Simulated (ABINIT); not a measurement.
# InP (F-43m): bands and cutoff in G0W0 with ABINIT

What does each rung of G0W0 on InP (F-43m) cost, and what does it buy?

Calculated with ABINIT 10.8.3; PBE and many-body steps on it, plane waves.

## Step 1: The structure

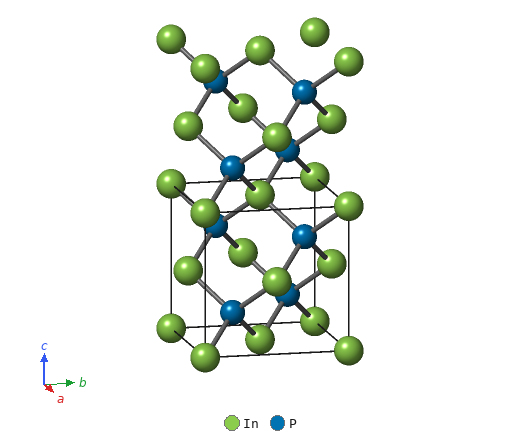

The starting structure, seen slightly off an axis (indium green, phosphorus blue). 1×1×2 cells are drawn. This picture shows the conventional cell, with its axes. Bonds to atoms that aren't drawn are left out. Some periodic images of atoms are drawn too.

The cell and positions come from the Crystallography Open Database and are kept as given unless a step says otherwise.

## Step 2: Empty states on the mesh, 4×4×4 mesh, 1303 bands

This step: ABINIT 10.8.3; DFT, PBE, plane waves, norm-conserving pseudopotentials.

The sums over transitions need many empty states on a uniform mesh; this step solves for them.

run.abi reads:

```
acell 3*1.0 Angstrom
rprim 
  -0.000000000000 2.934350000000 2.934350000000
  2.934350000000 -0.000000000000 2.934350000000
  2.934350000000 2.934350000000 -0.000000000000
ntypat 2
znucl 49 15
natom 2
typat 1 2
xred 
  0.000000000000 0.000000000000 0.000000000000
  0.250000000000 0.250000000000 0.250000000000
pp_dirpath "pseudos"
pseudos "In.upf, P.upf"
ecut 33
ngkpt 4 4 4
nshiftk 1
shiftk 0 0 0
kptopt 1
chksymbreak 0
irdden 1
istwfk *1
nband 1303
prtvol 0
optdriver 6
gwr_task "HDIAGO"
paral_kgb 0
occopt 1
indata_prefix "in"
outdata_prefix "out"
tmpdata_prefix "tmp"
```

On the command line:

```console
$ OMP_NUM_THREADS=1 mpirun -n 4 abinit run.abi > log
```

The log of the run:

```text
.Version 10.8.3 of ABINIT. v10.8.2 released Aug 2026.

 Symmetries : space group F-4 3 m (#216); Bravais cF (face-center cubic)
[... echo of the input left out ...]
== DATASET  1 ==================================================================
-   mpi_nproc: 4, omp_nthreads: 1 (-1 if OMP is not activated)

--- !DatasetInfo
iteration_state: {dtset: 1, }
dimensions: {natom: 2, nkpt: 8, mband: 1303, nsppol: 1, nspinor: 1, nspden: 1, mpw: 3119, }
cutoff_energies: {ecut:  33.0, pawecutdg:  -1.0, }
[...]
Direct band gap semiconductor
 Fundamental gap:     0.688 (eV)
   VBM:     4.922 (eV) at k: [ 0.0000E+00,  0.0000E+00,  0.0000E+00]
   CBM:     5.610 (eV) at k: [ 0.0000E+00,  0.0000E+00,  0.0000E+00]
 Direct gap:         0.688 (eV) at k: [ 0.0000E+00,  0.0000E+00,  0.0000E+00]

== END DATASET(S) ==============================================================
================================================================================

 -outvars: echo values of variables after computation  --------
           etotal      0.0000000000E+00
            nband        1303
             nkpt           8
          spgroup         216
 [... the other variables as echoed above ...]

 Calculation completed.
```

Wall time 71 s (4 MPI ranks of Arm Neoverse V1, shared host); peak memory 2.5 GiB; 4.7 min of CPU time.

This step gave:

| Property | Result |
| --- | --- |
| gap | 0.6876 eV |
| k of the valence top | 0, 0, 0 |
| k of the conduction bottom | 0, 0, 0 |
| least direct gap | 0.6876 eV |
| k points computed | 8 |
| lowest point of the top converged band, above the valence top | 485.2820 eV |

On this mesh the gap is 0.688 eV.

The density comes from a self-consistent run that is not shown.

## Step 3: Screening, 4×4×4 mesh, 173 bands, screening to 149.7 eV

The RPA dielectric matrix is built and inverted for each q.

This step: RPA screening on PBE, plane waves, norm-conserving pseudopotentials.

Edit run.abi of step 2 so:

```diff
@@ -20,10 +20,11 @@
 chksymbreak 0
-irdden 1
 istwfk *1
-nband 1303
-prtvol 0
-optdriver 6
-gwr_task "HDIAGO"
-paral_kgb 0
 occopt 1
+irdwfk 1
+optdriver 3
+nband 173
+ecuteps 5.5
+inclvkb 2
+awtr 1
+symchi 1
 indata_prefix "in"
```

The log of the run:

```text
.Version 10.8.3 of ABINIT. v10.8.2 released Aug 2026.

 Symmetries : space group F-4 3 m (#216); Bravais cF (face-center cubic)
[... echo of the input left out ...]
== DATASET  1 ==================================================================
-   mpi_nproc: 4, omp_nthreads: 1 (-1 if OMP is not activated)

--- !DatasetInfo
iteration_state: {dtset: 1, }
dimensions: {natom: 2, nkpt: 8, mband: 173, nsppol: 1, nspinor: 1, nspden: 1, mpw: 3119, }
cutoff_energies: {ecut:  33.0, pawecutdg:  -1.0, }
electrons: {nelect:   2.60000000E+01, charge:   0.00000000E+00, occopt:   1.00000000E+00, tsmear:   1.00000000E-02, }

 SCREENING: Calculation of the susceptibility and dielectric matrices

 Based on a program developped by R.W. Godby, V. Olevano, G. Onida, and L. Reining.
 Incorporated in ABINIT by V. Olevano, G.-M. Rignanese, and M. Torrent.
.Using double precision arithmetic ; gwpc =  8

[... cell and pseudopotentials left out ...]
--------------------------------------------------------------------------------

 ==== K-mesh for the wavefunctions ====
 Number of points in the irreducible wedge :     8
[... list of points left out ...]
 Together with 24 symmetry operations and time-reversal symmetry
 yields    64 points in the full Brillouin Zone.

 ==== Q-mesh for the screening function ====
 Number of points in the irreducible wedge :     8
[... list of points left out ...]
 Together with 24 symmetry operations and time-reversal symmetry
 yields    64 points in the full Brillouin Zone.

 setmesh: FFT mesh size selected  =    30x   30x   30
          total number of points  =        27000

 vcoul_init : cutoff-mode = AUXILIARY_FUNCTION
 q-points for optical limit:   1
     1)      0.000010    0.000020    0.000030

- screening: taking advantage of time-reversal symmetry
- Maximum band index for partially occupied states nbvw = 13
- Remaining bands to be divided among processors   nbcw = 160
- Number of bands treated by each node ~40

 Number of electrons calculated from density =   26.0000; Expected =   26.0000
 average of density, n =  0.076245
 r_s =    1.4630
 omega_plasma =   26.6355 [eV]

 calculating chi0 at frequencies [eV] :
  1    0.000000E+00    0.000000E+00
  2    0.000000E+00    2.663552E+01

--------------------------------------------------------------------------------
  q-point number  1        q = ( 0.000000, 0.000000, 0.000000) [r.l.u.]
--------------------------------------------------------------------------------
[... chi0 elements left out ...]
 For q-point:  0.000010 0.000020 0.000030
  dielectric constant =  47.2064
  dielectric constant without local fields =  49.8109

  Average fulfillment of the sum rule on Im[epsilon] for q-point    1 :     76.67  [%]
[... wings left out ...]
  q-point number  2        q = ( 0.250000, 0.000000, 0.000000) [r.l.u.]
--------------------------------------------------------------------------------
[... chi0 elements left out ...]
  Average fulfillment of the sum rule on Im[epsilon] for q-point    2 :     85.92  [%]

 [... 6 further q-points ...]
```

Elapsed: 49 s, on 4 MPI ranks; peak memory 1.1 GiB.

Numbers from this step:

```
ε∞ with local fields, on this mesh, along the program's q direction : 47.21
the same without local fields                                       : 49.81
plasma frequency                                                    : 26.64 eV
plane waves in the screening matrix                                 : 181
```

Local fields lower ε∞ by 5 %. On a Γ-centred mesh this coarse the value itself is usually too large, while a short band sum pulls it down.

## Step 4: 173 bands, 149.7 eV

The self-energy is evaluated for the states that the input lists, and the levels follow from it, in one-shot runs by the linearised quasiparticle equation.

This step: G0W0 on PBE, plane waves, norm-conserving pseudopotentials.

Edit run.abi of step 3 so:

```diff
@@ -23,8 +23,19 @@
 irdwfk 1
-optdriver 3
+optdriver 4
 nband 173
+gwcalctyp 0
+ecutsigx 33
+symsigma 1
+nkptgw 3
+kptgw 
+  0.0000000000 0.0000000000 0.0000000000
+  0.5000000000 0.0000000000 0.0000000000
+  0.5000000000 0.5000000000 0.0000000000
+bdgw 
+  11 17
+  12 16
+  12 15
 ecuteps 5.5
-inclvkb 2
-awtr 1
-symchi 1
+irdscr 1
+ppmodel 1
 indata_prefix "in"
```

The log of the run:

```text
.Version 10.8.3 of ABINIT. v10.8.2 released Aug 2026.

 Symmetries : space group F-4 3 m (#216); Bravais cF (face-center cubic)
[... echo of the input left out ...]
== DATASET  1 ==================================================================
-   mpi_nproc: 4, omp_nthreads: 1 (-1 if OMP is not activated)

--- !DatasetInfo
iteration_state: {dtset: 1, }
dimensions: {natom: 2, nkpt: 8, mband: 173, nsppol: 1, nspinor: 1, nspden: 1, mpw: 3119, }
cutoff_energies: {ecut:  33.0, pawecutdg:  -1.0, }
electrons: {nelect:   2.60000000E+01, charge:   0.00000000E+00, occopt:   1.00000000E+00, tsmear:   1.00000000E-02, }

 SIGMA: Calculation of the GW corrections

 Based on a program developped by R.W. Godby, V. Olevano, G. Onida, and L. Reining.
 Incorporated in ABINIT by V. Olevano, G.-M. Rignanese, and M. Torrent.
.Using double precision arithmetic ; gwpc =  8

[... cell and pseudopotentials left out ...]
--------------------------------------------------------------------------------

 ==== K-mesh for the wavefunctions ====
 Number of points in the irreducible wedge :     8
[... list of points left out ...]
 Together with 24 symmetry operations and time-reversal symmetry
 yields    64 points in the full Brillouin Zone.

 ==== Q-mesh for screening function ====
 Number of points in the irreducible wedge :     8
[... list of points left out ...]
 Together with 24 symmetry operations and time-reversal symmetry
 yields    64 points in the full Brillouin Zone.

 vcoul_init : cutoff-mode = AUXILIARY_FUNCTION
 q-points for optical limit:   1
     1)      0.000010    0.000020    0.000030
 setmesh: FFT mesh size selected  =    45x   45x   45
          total number of points  =        91125

 Number of electrons calculated from density =   26.0000; Expected =   26.0000
 average of density, n =  0.076245
 r_s =    1.4630
 omega_plasma =   26.6355 [eV]

 === KS Band Gaps ===
  >>>> For spin  1
   Minimum direct gap =   0.6876 [eV], located at k-point      :   0.0000  0.0000  0.0000
   Fundamental gap    =   0.6876 [eV], Top of valence bands at :   0.0000  0.0000  0.0000
                                       Bottom of conduction at :   0.0000  0.0000  0.0000
 SIGMA fundamental parameters:
 PLASMON POLE MODEL  1
 number of plane-waves for SigmaX                 3119
 number of plane-waves for SigmaC and W            181
 number of plane-waves for wavefunctions          3119
 number of bands                                   173
 number of independent spin polarizations            1
 number of spinorial components                      1
 number of k-points in IBZ                           8
 number of q-points in IBZ                           8
 number of symmetry operations                      24
 number of k-points in BZ                           64
 number of q-points in BZ                           64
 number of frequencies for dSigma/dE                 9
 frequency step for dSigma/dE [eV]                0.25
 number of omega for Sigma on real axis              0
 max omega for Sigma on real axis  [eV]           0.00
 zcut for avoiding poles [eV]                     0.10

 EPSILON^-1 parameters (SCR file):
 dimension of the eps^-1 matrix on file            181
 dimension of the eps^-1 matrix used               181
 number of plane-waves for wavefunctions          3119
 number of bands                                   173
 number of q-points in IBZ                           8
 number of frequencies                               2
 number of real frequencies                          1
 number of imag frequencies                          1

 matrix elements of self-energy operator (all in [eV])

 Perturbative Calculation

--- !SelfEnergy_ee
iteration_state: {dtset: 1, }
kpoint     : [   0.000,    0.000,    0.000, ]
spin       : 1
KS_gap     :    0.688
QP_gap     :    1.353
Delta_QP_KS:    0.665
data: !SigmaeeData |
     Band     E0 <VxcDFT>   SigX SigC(E0)      Z dSigC/dE  Sig(E)    E-E0       E
       11   4.922 -12.904 -14.799   1.106   0.776  -0.288 -13.516  -0.612   4.310
       12   4.922 -12.904 -14.799   1.106   0.776  -0.288 -13.516  -0.612   4.310
       13   4.922 -12.904 -14.799   1.106   0.776  -0.288 -13.516  -0.612   4.310
       14   5.610 -11.727  -7.731  -3.929   0.791  -0.265 -11.674   0.053   5.663
       15   9.010 -10.776  -6.305  -4.332   0.795  -0.258 -10.666   0.110   9.120
       16   9.010 -10.776  -6.305  -4.332   0.795  -0.258 -10.666   0.110   9.120
[...]
--- !SelfEnergy_ee
iteration_state: {dtset: 1, }
kpoint     : [   0.500,    0.000,    0.000, ]
spin       : 1
KS_gap     :    2.454
QP_gap     :    3.162
Delta_QP_KS:    0.708
data: !SigmaeeData |
     Band     E0 <VxcDFT>   SigX SigC(E0)      Z dSigC/dE  Sig(E)    E-E0       E
[...]
--- !SelfEnergy_ee
iteration_state: {dtset: 1, }
kpoint     : [   0.500,    0.500,    0.000, ]
spin       : 1
KS_gap     :    4.074
QP_gap     :    4.608
Delta_QP_KS:    0.534
data: !SigmaeeData |
     Band     E0 <VxcDFT>   SigX SigC(E0)      Z dSigC/dE  Sig(E)    E-E0       E
[...]
13   2.616 -11.399 -14.174   1.827   0.770  -0.298 -12.129  -0.730   1.886
       14   6.689  -9.195  -5.564  -3.873   0.808  -0.238  -9.391  -0.196   6.494
       15   7.190 -10.683  -6.692  -4.000   0.798  -0.254 -10.690  -0.007   7.183

== END DATASET(S) ==============================================================
================================================================================

 -outvars: echo values of variables after computation  --------
           etotal      0.0000000000E+00
            nband         173
             nkpt           8
          spgroup         216
 [... the other variables as echoed above ...]

 Calculation completed.
```

Run time: 17 s. Hardware: 4 MPI ranks; peak memory 1 GiB; 69 s of CPU time.

Numbers from this step:

```
G0W0 gap on the points computed              : 1.353 eV
starting gap on the mesh                     : 0.6876 eV
k of the valence top                         : 0, 0, 0
k of the conduction bottom                   : 0, 0, 0
Z at the valence top                         : 0.776
Z at the conduction bottom                   : 0.791
least direct G0W0 gap on the computed points : 1.353 eV
```

The gap on the mesh goes from 0.69 eV to 1.35 eV, a correction of +0.67 eV.

## Step 5: Screening, 4×4×4 mesh, 267 bands, screening to 203.5 eV

This step: RPA screening on PBE, plane waves, norm-conserving pseudopotentials.

Edit run.abi of step 4 so:

```diff
@@ -23,19 +23,8 @@
 irdwfk 1
-optdriver 4
-nband 173
-gwcalctyp 0
-ecutsigx 33
-symsigma 1
-nkptgw 3
-kptgw 
-  0.0000000000 0.0000000000 0.0000000000
-  0.5000000000 0.0000000000 0.0000000000
-  0.5000000000 0.5000000000 0.0000000000
-bdgw 
-  11 17
-  12 16
-  12 15
-ecuteps 5.5
-irdscr 1
-ppmodel 1
+optdriver 3
+nband 267
+ecuteps 7.48
+inclvkb 2
+awtr 1
+symchi 1
 indata_prefix "in"
```

The log of the run:

```text
.Version 10.8.3 of ABINIT. v10.8.2 released Aug 2026.

 Symmetries : space group F-4 3 m (#216); Bravais cF (face-center cubic)
[... echo of the input left out ...]
== DATASET  1 ==================================================================
-   mpi_nproc: 4, omp_nthreads: 1 (-1 if OMP is not activated)

--- !DatasetInfo
iteration_state: {dtset: 1, }
dimensions: {natom: 2, nkpt: 8, mband: 267, nsppol: 1, nspinor: 1, nspden: 1, mpw: 3119, }
cutoff_energies: {ecut:  33.0, pawecutdg:  -1.0, }
electrons: {nelect:   2.60000000E+01, charge:   0.00000000E+00, occopt:   1.00000000E+00, tsmear:   1.00000000E-02, }

 SCREENING: Calculation of the susceptibility and dielectric matrices

 Based on a program developped by R.W. Godby, V. Olevano, G. Onida, and L. Reining.
 Incorporated in ABINIT by V. Olevano, G.-M. Rignanese, and M. Torrent.
.Using double precision arithmetic ; gwpc =  8

[... cell and pseudopotentials left out ...]
--------------------------------------------------------------------------------

 ==== K-mesh for the wavefunctions ====
 Number of points in the irreducible wedge :     8
[... list of points left out ...]
 Together with 24 symmetry operations and time-reversal symmetry
 yields    64 points in the full Brillouin Zone.

 ==== Q-mesh for the screening function ====
 Number of points in the irreducible wedge :     8
[... list of points left out ...]
 Together with 24 symmetry operations and time-reversal symmetry
 yields    64 points in the full Brillouin Zone.

 setmesh: FFT mesh size selected  =    30x   30x   30
          total number of points  =        27000

 vcoul_init : cutoff-mode = AUXILIARY_FUNCTION
 q-points for optical limit:   1
     1)      0.000010    0.000020    0.000030

- screening: taking advantage of time-reversal symmetry
- Maximum band index for partially occupied states nbvw = 13
- Remaining bands to be divided among processors   nbcw = 254
- Number of bands treated by each node ~63

 Number of electrons calculated from density =   26.0000; Expected =   26.0000
 average of density, n =  0.076245
 r_s =    1.4630
 omega_plasma =   26.6355 [eV]

 calculating chi0 at frequencies [eV] :
  1    0.000000E+00    0.000000E+00
  2    0.000000E+00    2.663552E+01

--------------------------------------------------------------------------------
  q-point number  1        q = ( 0.000000, 0.000000, 0.000000) [r.l.u.]
--------------------------------------------------------------------------------
[... chi0 elements left out ...]
 For q-point:  0.000010 0.000020 0.000030
  dielectric constant =  47.2032
  dielectric constant without local fields =  49.8130

  Average fulfillment of the sum rule on Im[epsilon] for q-point    1 :     86.73  [%]
[... wings left out ...]
  q-point number  2        q = ( 0.250000, 0.000000, 0.000000) [r.l.u.]
--------------------------------------------------------------------------------
[... chi0 elements left out ...]
  Average fulfillment of the sum rule on Im[epsilon] for q-point    2 :     93.75  [%]

 [... 6 further q-points ...]
```

The job ended after 1.9 min (4 MPI ranks; peak memory 1.5 GiB).

Numbers from this step:

```yaml
eps_infinity_with_local_fields_on_this_mesh_along_the_program_s_q_direction: 47.20
the_same_without_local_fields: 49.81
plasma_frequency: 26.64 eV
plane_waves_in_the_screening_matrix: 331
```

[end of part 1 of 2]

[Paths, hosts, dates, memory and timing lines, banners, echoed tables and standing remarks are left out of the program output.]

[Logs are printed without paths, hosts, clocks, repeated set-up lines and the standing remarks that a program may print on its own settings, such as how far it seeks lower states.]

[Runs of the session that timed out or met a known fault of the program may be left out.]

[Hosts, paths, dates, database ids (printed as entryN), source tags and the programs' standing remarks are cut or masked in the printed files.]

[G0W0 gaps are taken among the corrected bands and points alone; a level outside them can change the order at an edge.]

[Where Ansatz stands beside ABINIT at settings called matched, ABINIT's density can come from a denser mesh and the files from another edition; pairs whose starting gaps differed by over 0.03 eV were left out, so agreement reads better than it is.]
